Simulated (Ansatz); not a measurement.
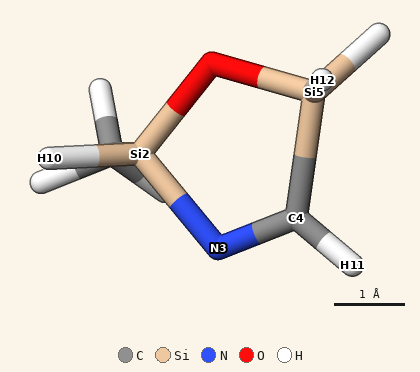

Figure 1. The structure as given in the input (stick view, seen at a tilt; atoms are numbered from 1 in the order of the input). Bond lengths as drawn: C–H 1.06 to 1.12 Å, C–N 1.26 Å, C–Si 1.86 to 1.94 Å, H–Si 1.38 to 1.51 Å, N–Si 1.81 Å and O–Si 1.69 to 1.72 Å.

# C$_{2}$H$_{7}$NOSi$_{2}$: molecular dynamics (part 1 of 3)

C$_{2}$H$_{7}$NOSi$_{2}$, SMILES C[SiH]1N=C[SiH2]O1, computed with RKS BHLYP/STO-3G (Ansatz 0.2.0).

It belongs to a series of runs on one base structure; here: dynamics from the last frame of an earlier run. Figures and captions count atoms from 1; the log counts them from 0 in places.

## Input
```yaml
crystal:
  periodic: [false, false, false]
  atoms:
    - { symbol: C, position_ang: [-0.690737, -0.068385, 2.211987] }
    - { symbol: Si, position_ang: [0.646433, -0.102229, 0.802172] }
    - { symbol: "N", position_ang: [0.264377, -1.412207, -0.391818] }
    - { symbol: C, position_ang: [-0.068142, -0.918055, -1.497136] }
    - { symbol: Si, position_ang: [0.214931, 0.883276, -1.88452] }
    - { symbol: O, position_ang: [0.484393, 1.243634, -0.256938] }
    - { symbol: H, position_ang: [-0.294527, -0.526267, 3.151308] }
    - { symbol: H, position_ang: [-1.663944, -0.544436, 1.927978] }
    - { symbol: H, position_ang: [-0.949141, 0.860455, 2.663186] }
    - { symbol: H, position_ang: [1.888888, -0.258854, 1.522368] }
    - { symbol: H, position_ang: [-0.308182, -1.563885, -2.358903] }
    - { symbol: H, position_ang: [1.391122, 1.025006, -2.825304] }
    - { symbol: H, position_ang: [-0.745061, 1.785993, -2.292872] }
basis:
  gaussian: { orbitals: STO-3G }
hamiltonian:
  xc: { name: BHLYP }
md:
  timestep: 0.5
  n_steps: 166
  ensemble: nve
  temperature: 200.0
  initial_velocities: maxwell_boltzmann
  seed: 117109
scf:
  lower_state_search: "off"
```

Run as:
```bash
ansatz run input.yaml --threads 1 --pin off --max-ram 2048MiB --backend cpu --events-out ev --progress --plain --runs-dir out
```

## Output
```
Engine: ansatz 0.2.0, aarch64-unknown-linux-gnu
Functional definition: BHLYP
  parameter a = 0.5
  exchange = (1 - a)*b88_x + a*exact_x
  correlation = lyp_c
these checks for a lower state are left out or cut short: stability, starts, cluster_reference, orbital_swaps, neighbouring_geometries, increment
632 factors; integrals over basis functions are off by at most 1.1e-5 eV
mean field evaluation 1: about -21217.8593 eV, gradient 3.5e1 eV
mean field evaluation 2: about -21217.9134 eV, gradient 3.9e1 eV
mean field evaluation 4: about -21221.9136 eV, gradient 2.0e0 eV
mean field evaluation 8: about -21221.9339 eV, gradient 5.4e-2 eV
mean field evaluation 16: about -21221.9339 eV, gradient 6.5e-6 eV
mean field -21221.93386906 eV, -779.8916849447 hartree, gradient 6.5e-6 eV, S^2 0.000000; 0 other end points of the search recorded, 0 dependent functions left out
the calculation of the forces begins
reference -21221.93401566 eV, -779.8916903320 hartree; 31, 31 occupied and 14, 14 virtual orbitals, 632 factors
md step     0: t =     0.00 fs  T =   200.0 K  F+E_penalty+E_count = -21221.93386906 eV  E_kin = 0.284372 eV  conserved = -21221.64949707 eV  (14 SCF iters)
these checks for a lower state are left out or cut short: stability, starts, cluster_reference, orbital_swaps, neighbouring_geometries, increment
632 factors; integrals over basis functions are off by at most 1.1e-5 eV
mean field -21221.89181431 eV, -779.8901394609 hartree, gradient 2.5e-6 eV, S^2 0.000000; 0 other end points of the search recorded, 0 dependent functions left out
the calculation of the forces begins
reference -21221.89196092 eV, -779.8901448487 hartree; 31, 31 occupied and 14, 14 virtual orbitals, 632 factors
md step     1: t =     0.50 fs  T =   171.2 K  F+E_penalty+E_count = -21221.89181431 eV  E_kin = 0.243411 eV  conserved = -21221.64840353 eV  (21 SCF iters)
[... from here on the SCF iterations and repeated set-up lines of each step are left out, up to the last step ...]
md step     2: t =     1.00 fs  T =   170.5 K  F+E_penalty+E_count = -21221.89032592 eV  E_kin = 0.242392 eV  conserved = -21221.64793418 eV  (15 SCF iters)
md step     3: t =     1.50 fs  T =   202.8 K  F+E_penalty+E_count = -21221.93666149 eV  E_kin = 0.288336 eV  conserved = -21221.64832563 eV  (21 SCF iters)
md step     4: t =     2.00 fs  T =   263.8 K  F+E_penalty+E_count = -21222.02463947 eV  E_kin = 0.375145 eV  conserved = -21221.64949495 eV  (21 SCF iters)
md step     5: t =     2.50 fs  T =   341.1 K  F+E_penalty+E_count = -21222.13599004 eV  E_kin = 0.484930 eV  conserved = -21221.65106002 eV  (21 SCF iters)
md step     6: t =     3.00 fs  T =   417.6 K  F+E_penalty+E_count = -21222.24625834 eV  E_kin = 0.593745 eV  conserved = -21221.65251311 eV  (21 SCF iters)
md step     7: t =     3.50 fs  T =   477.7 K  F+E_penalty+E_count = -21222.33264530 eV  E_kin = 0.679210 eV  conserved = -21221.65343550 eV  (21 SCF iters)
md step     8: t =     4.00 fs  T =   511.2 K  F+E_penalty+E_count = -21222.38055009 eV  E_kin = 0.726919 eV  conserved = -21221.65363112 eV  (22 SCF iters)
md step     9: t =     4.50 fs  T =   515.9 K  F+E_penalty+E_count = -21222.38670340 eV  E_kin = 0.733553 eV  conserved = -21221.65314993 eV  (22 SCF iters)
md step    10: t =     5.00 fs  T =   496.7 K  F+E_penalty+E_count = -21222.35847847 eV  E_kin = 0.706255 eV  conserved = -21221.65222379 eV  (22 SCF iters)
md step    11: t =     5.50 fs  T =   463.6 K  F+E_penalty+E_count = -21222.31028476 eV  E_kin = 0.659111 eV  conserved = -21221.65117418 eV  (22 SCF iters)
md step    12: t =     6.00 fs  T =   427.8 K  F+E_penalty+E_count = -21222.25853928 eV  E_kin = 0.608236 eV  conserved = -21221.65030286 eV  (22 SCF iters)
md step    13: t =     6.50 fs  T =   398.8 K  F+E_penalty+E_count = -21222.21690115 eV  E_kin = 0.567095 eV  conserved = -21221.64980659 eV  (22 SCF iters)
md step    14: t =     7.00 fs  T =   382.2 K  F+E_penalty+E_count = -21222.19320089 eV  E_kin = 0.543481 eV  conserved = -21221.64971971 eV  (22 SCF iters)
md step    15: t =     7.50 fs  T =   379.1 K  F+E_penalty+E_count = -21222.18890081 eV  E_kin = 0.538978 eV  conserved = -21221.64992299 eV  (22 SCF iters)
md step    16: t =     8.00 fs  T =   387.3 K  F+E_penalty+E_count = -21222.20094391 eV  E_kin = 0.550733 eV  conserved = -21221.65021077 eV  (22 SCF iters)
md step    17: t =     8.50 fs  T =   404.0 K  F+E_penalty+E_count = -21222.22490454 eV  E_kin = 0.574502 eV  conserved = -21221.65040256 eV  (23 SCF iters)
md step    18: t =     9.00 fs  T =   427.1 K  F+E_penalty+E_count = -21222.25770833 eV  E_kin = 0.607254 eV  conserved = -21221.65045471 eV  (23 SCF iters)
md step    19: t =     9.50 fs  T =   455.6 K  F+E_penalty+E_count = -21222.29826131 eV  E_kin = 0.647766 eV  conserved = -21221.65049519 eV  (23 SCF iters)
md step    20: t =    10.00 fs  T =   488.7 K  F+E_penalty+E_count = -21222.34553483 eV  E_kin = 0.694811 eV  conserved = -21221.65072416 eV  (23 SCF iters)
md step    21: t =    10.50 fs  T =   523.6 K  F+E_penalty+E_count = -21222.39564669 eV  E_kin = 0.744418 eV  conserved = -21221.65122878 eV  (22 SCF iters)
md step    22: t =    11.00 fs  T =   554.8 K  F+E_penalty+E_count = -21222.44068324 eV  E_kin = 0.788821 eV  conserved = -21221.65186213 eV  (22 SCF iters)
md step    23: t =    11.50 fs  T =   575.8 K  F+E_penalty+E_count = -21222.47097115 eV  E_kin = 0.818660 eV  conserved = -21221.65231079 eV  (22 SCF iters)
md step    24: t =    12.00 fs  T =   582.0 K  F+E_penalty+E_count = -21222.47980188 eV  E_kin = 0.827510 eV  conserved = -21221.65229182 eV  (21 SCF iters)
md step    25: t =    12.50 fs  T =   573.8 K  F+E_penalty+E_count = -21222.46764839 eV  E_kin = 0.815905 eV  conserved = -21221.65174304 eV  (21 SCF iters)
md step    26: t =    13.00 fs  T =   557.2 K  F+E_penalty+E_count = -21222.44308052 eV  E_kin = 0.792206 eV  conserved = -21221.65087472 eV  (21 SCF iters)
md step    27: t =    13.50 fs  T =   541.2 K  F+E_penalty+E_count = -21222.41953047 eV  E_kin = 0.769453 eV  conserved = -21221.65007764 eV  (21 SCF iters)
md step    28: t =    14.00 fs  T =   534.2 K  F+E_penalty+E_count = -21222.40932037 eV  E_kin = 0.759589 eV  conserved = -21221.64973090 eV  (21 SCF iters)
md step    29: t =    14.50 fs  T =   540.0 K  F+E_penalty+E_count = -21222.41785075 eV  E_kin = 0.767834 eV  conserved = -21221.65001703 eV  (21 SCF iters)
md step    30: t =    15.00 fs  T =   555.5 K  F+E_penalty+E_count = -21222.44073968 eV  E_kin = 0.789891 eV  conserved = -21221.65084842 eV  (21 SCF iters)
md step    31: t =    15.50 fs  T =   571.9 K  F+E_penalty+E_count = -21222.46510246 eV  E_kin = 0.813183 eV  conserved = -21221.65191955 eV  (21 SCF iters)
md step    32: t =    16.00 fs  T =   577.7 K  F+E_penalty+E_count = -21222.47422464 eV  E_kin = 0.821384 eV  conserved = -21221.65284093 eV  (21 SCF iters)
md step    33: t =    16.50 fs  T =   562.9 K  F+E_penalty+E_count = -21222.45366958 eV  E_kin = 0.800405 eV  conserved = -21221.65326419 eV  (21 SCF iters)
md step    34: t =    17.00 fs  T =   523.1 K  F+E_penalty+E_count = -21222.39678325 eV  E_kin = 0.743800 eV  conserved = -21221.65298300 eV  (21 SCF iters)
md step    35: t =    17.50 fs  T =   461.4 K  F+E_penalty+E_count = -21222.30801064 eV  E_kin = 0.656025 eV  conserved = -21221.65198517 eV  (21 SCF iters)
md step    36: t =    18.00 fs  T =   388.6 K  F+E_penalty+E_count = -21222.20306603 eV  E_kin = 0.552581 eV  conserved = -21221.65048506 eV  (21 SCF iters)
md step    37: t =    18.50 fs  T =   321.1 K  F+E_penalty+E_count = -21222.10549052 eV  E_kin = 0.456586 eV  conserved = -21221.64890421 eV  (21 SCF iters)
md step    38: t =    19.00 fs  T =   275.8 K  F+E_penalty+E_count = -21222.03997755 eV  E_kin = 0.392211 eV  conserved = -21221.64776663 eV  (21 SCF iters)
md step    39: t =    19.50 fs  T =   265.0 K  F+E_penalty+E_count = -21222.02425334 eV  E_kin = 0.376770 eV  conserved = -21221.64748360 eV  (21 SCF iters)
md step    40: t =    20.00 fs  T =   291.6 K  F+E_penalty+E_count = -21222.06274325 eV  E_kin = 0.414591 eV  conserved = -21221.64815185 eV  (21 SCF iters)
md step    41: t =    20.50 fs  T =   348.5 K  F+E_penalty+E_count = -21222.14506563 eV  E_kin = 0.495561 eV  conserved = -21221.64950464 eV  (21 SCF iters)
md step    42: t =    21.00 fs  T =   421.3 K  F+E_penalty+E_count = -21222.25007316 eV  E_kin = 0.599012 eV  conserved = -21221.65106143 eV  (21 SCF iters)
md step    43: t =    21.50 fs  T =   492.9 K  F+E_penalty+E_count = -21222.35322938 eV  E_kin = 0.700869 eV  conserved = -21221.65236021 eV  (22 SCF iters)
md step    44: t =    22.00 fs  T =   549.1 K  F+E_penalty+E_count = -21222.43385781 eV  E_kin = 0.780745 eV  conserved = -21221.65311308 eV  (21 SCF iters)
md step    45: t =    22.50 fs  T =   581.3 K  F+E_penalty+E_count = -21222.47978255 eV  E_kin = 0.826534 eV  conserved = -21221.65324832 eV  (21 SCF iters)
md step    46: t =    23.00 fs  T =   587.8 K  F+E_penalty+E_count = -21222.48863746 eV  E_kin = 0.835776 eV  conserved = -21221.65286142 eV  (21 SCF iters)
md step    47: t =    23.50 fs  T =   572.7 K  F+E_penalty+E_count = -21222.46644406 eV  E_kin = 0.814296 eV  conserved = -21221.65214807 eV  (21 SCF iters)
md step    48: t =    24.00 fs  T =   543.8 K  F+E_penalty+E_count = -21222.42453093 eV  E_kin = 0.773197 eV  conserved = -21221.65133361 eV  (21 SCF iters)
md step    49: t =    24.50 fs  T =   510.1 K  F+E_penalty+E_count = -21222.37591383 eV  E_kin = 0.725292 eV  conserved = -21221.65062200 eV  (21 SCF iters)
md step    50: t =    25.00 fs  T =   479.5 K  F+E_penalty+E_count = -21222.33200164 eV  E_kin = 0.681836 eV  conserved = -21221.65016546 eV  (21 SCF iters)
md step    51: t =    25.50 fs  T =   457.2 K  F+E_penalty+E_count = -21222.30016367 eV  E_kin = 0.650121 eV  conserved = -21221.65004265 eV  (21 SCF iters)
md step    52: t =    26.00 fs  T =   444.7 K  F+E_penalty+E_count = -21222.28252911 eV  E_kin = 0.632298 eV  conserved = -21221.65023066 eV  (21 SCF iters)
md step    53: t =    26.50 fs  T =   440.1 K  F+E_penalty+E_count = -21222.27640427 eV  E_kin = 0.625810 eV  conserved = -21221.65059441 eV  (21 SCF iters)
md step    54: t =    27.00 fs  T =   439.9 K  F+E_penalty+E_count = -21222.27637027 eV  E_kin = 0.625429 eV  conserved = -21221.65094145 eV  (21 SCF iters)
md step    55: t =    27.50 fs  T =   440.3 K  F+E_penalty+E_count = -21222.27716047 eV  E_kin = 0.626021 eV  conserved = -21221.65113945 eV  (21 SCF iters)
md step    56: t =    28.00 fs  T =   439.1 K  F+E_penalty+E_count = -21222.27559623 eV  E_kin = 0.624393 eV  conserved = -21221.65120353 eV  (21 SCF iters)
md step    57: t =    28.50 fs  T =   435.4 K  F+E_penalty+E_count = -21222.27039465 eV  E_kin = 0.619143 eV  conserved = -21221.65125161 eV  (21 SCF iters)
md step    58: t =    29.00 fs  T =   428.4 K  F+E_penalty+E_count = -21222.26051870 eV  E_kin = 0.609157 eV  conserved = -21221.65136126 eV  (21 SCF iters)
md step    59: t =    29.50 fs  T =   416.8 K  F+E_penalty+E_count = -21222.24413348 eV  E_kin = 0.592666 eV  conserved = -21221.65146784 eV  (21 SCF iters)
md step    60: t =    30.00 fs  T =   399.6 K  F+E_penalty+E_count = -21222.21960715 eV  E_kin = 0.568195 eV  conserved = -21221.65141185 eV  (21 SCF iters)
md step    61: t =    30.50 fs  T =   377.5 K  F+E_penalty+E_count = -21222.18786552 eV  E_kin = 0.536780 eV  conserved = -21221.65108535 eV  (21 SCF iters)
md step    62: t =    31.00 fs  T =   354.1 K  F+E_penalty+E_count = -21222.15396805 eV  E_kin = 0.503426 eV  conserved = -21221.65054251 eV  (21 SCF iters)
md step    63: t =    31.50 fs  T =   335.0 K  F+E_penalty+E_count = -21222.12629626 eV  E_kin = 0.476314 eV  conserved = -21221.64998225 eV  (21 SCF iters)
md step    64: t =    32.00 fs  T =   326.2 K  F+E_penalty+E_count = -21222.11351071 eV  E_kin = 0.463862 eV  conserved = -21221.64964890 eV  (21 SCF iters)
md step    65: t =    32.50 fs  T =   331.3 K  F+E_penalty+E_count = -21222.12075076 eV  E_kin = 0.471026 eV  conserved = -21221.64972451 eV  (21 SCF iters)
md step    66: t =    33.00 fs  T =   349.2 K  F+E_penalty+E_count = -21222.14676088 eV  E_kin = 0.496502 eV  conserved = -21221.65025845 eV  (21 SCF iters)
md step    67: t =    33.50 fs  T =   374.1 K  F+E_penalty+E_count = -21222.18309775 eV  E_kin = 0.531956 eV  conserved = -21221.65114192 eV  (21 SCF iters)
md step    68: t =    34.00 fs  T =   396.5 K  F+E_penalty+E_count = -21222.21586021 eV  E_kin = 0.563733 eV  conserved = -21221.65212726 eV  (21 SCF iters)
md step    69: t =    34.50 fs  T =   405.6 K  F+E_penalty+E_count = -21222.22961781 eV  E_kin = 0.576719 eV  conserved = -21221.65289846 eV  (21 SCF iters)
md step    70: t =    35.00 fs  T =   393.3 K  F+E_penalty+E_count = -21222.21241964 eV  E_kin = 0.559252 eV  conserved = -21221.65316745 eV  (21 SCF iters)
md step    71: t =    35.50 fs  T =   357.0 K  F+E_penalty+E_count = -21222.16033473 eV  E_kin = 0.507569 eV  conserved = -21221.65276586 eV  (21 SCF iters)
md step    72: t =    36.00 fs  T =   301.3 K  F+E_penalty+E_count = -21222.08007846 eV  E_kin = 0.428373 eV  conserved = -21221.65170563 eV  (21 SCF iters)
md step    73: t =    36.50 fs  T =   238.1 K  F+E_penalty+E_count = -21221.98871232 eV  E_kin = 0.338497 eV  conserved = -21221.65021492 eV  (21 SCF iters)
md step    74: t =    37.00 fs  T =   183.7 K  F+E_penalty+E_count = -21221.90989684 eV  E_kin = 0.261172 eV  conserved = -21221.64872481 eV  (21 SCF iters)
md step    75: t =    37.50 fs  T =   154.2 K  F+E_penalty+E_count = -21221.86706177 eV  E_kin = 0.219311 eV  conserved = -21221.64775056 eV  (21 SCF iters)
md step    76: t =    38.00 fs  T =   160.2 K  F+E_penalty+E_count = -21221.87541118 eV  E_kin = 0.227733 eV  conserved = -21221.64767777 eV  (14 SCF iters)
md step    77: t =    38.50 fs  T =   202.2 K  F+E_penalty+E_count = -21221.93604440 eV  E_kin = 0.287484 eV  conserved = -21221.64856011 eV  (21 SCF iters)
md step    78: t =    39.00 fs  T =   270.8 K  F+E_penalty+E_count = -21222.03516051 eV  E_kin = 0.385074 eV  conserved = -21221.65008640 eV  (21 SCF iters)
md step    79: t =    39.50 fs  T =   349.6 K  F+E_penalty+E_count = -21222.14884572 eV  E_kin = 0.497110 eV  conserved = -21221.65173615 eV  (21 SCF iters)
md step    80: t =    40.00 fs  T =   420.7 K  F+E_penalty+E_count = -21222.25112022 eV  E_kin = 0.598111 eV  conserved = -21221.65300922 eV  (21 SCF iters)
md step    81: t =    40.50 fs  T =   470.0 K  F+E_penalty+E_count = -21222.32179494 eV  E_kin = 0.668209 eV  conserved = -21221.65358567 eV  (21 SCF iters)
md step    82: t =    41.00 fs  T =   491.1 K  F+E_penalty+E_count = -21222.35158783 eV  E_kin = 0.698205 eV  conserved = -21221.65338323 eV  (21 SCF iters)
md step    83: t =    41.50 fs  T =   485.9 K  F+E_penalty+E_count = -21222.34348242 eV  E_kin = 0.690937 eV  conserved = -21221.65254556 eV  (21 SCF iters)
md step    84: t =    42.00 fs  T =   463.5 K  F+E_penalty+E_count = -21222.31043807 eV  E_kin = 0.659041 eV  conserved = -21221.65139700 eV  (21 SCF iters)
md step    85: t =    42.50 fs  T =   436.0 K  F+E_penalty+E_count = -21222.27028151 eV  E_kin = 0.619942 eV  conserved = -21221.65033953 eV  (21 SCF iters)
md step    86: t =    43.00 fs  T =   414.7 K  F+E_penalty+E_count = -21222.23940916 eV  E_kin = 0.589695 eV  conserved = -21221.64971454 eV  (21 SCF iters)
md step    87: t =    43.50 fs  T =   406.4 K  F+E_penalty+E_count = -21222.22750450 eV  E_kin = 0.577837 eV  conserved = -21221.64966709 eV  (21 SCF iters)
md step    88: t =    44.00 fs  T =   411.6 K  F+E_penalty+E_count = -21222.23529747 eV  E_kin = 0.585201 eV  conserved = -21221.65009679 eV  (21 SCF iters)
md step    89: t =    44.50 fs  T =   425.8 K  F+E_penalty+E_count = -21222.25608883 eV  E_kin = 0.605363 eV  conserved = -21221.65072555 eV  (21 SCF iters)
md step    90: t =    45.00 fs  T =   442.2 K  F+E_penalty+E_count = -21222.27999773 eV  E_kin = 0.628751 eV  conserved = -21221.65124634 eV  (21 SCF iters)
md step    91: t =    45.50 fs  T =   455.2 K  F+E_penalty+E_count = -21222.29867938 eV  E_kin = 0.647209 eV  conserved = -21221.65147069 eV  (22 SCF iters)
md step    92: t =    46.00 fs  T =   462.0 K  F+E_penalty+E_count = -21222.30827283 eV  E_kin = 0.656872 eV  conserved = -21221.65140035 eV  (22 SCF iters)
md step    93: t =    46.50 fs  T =   463.0 K  F+E_penalty+E_count = -21222.30948237 eV  E_kin = 0.658294 eV  conserved = -21221.65118832 eV  (22 SCF iters)
```
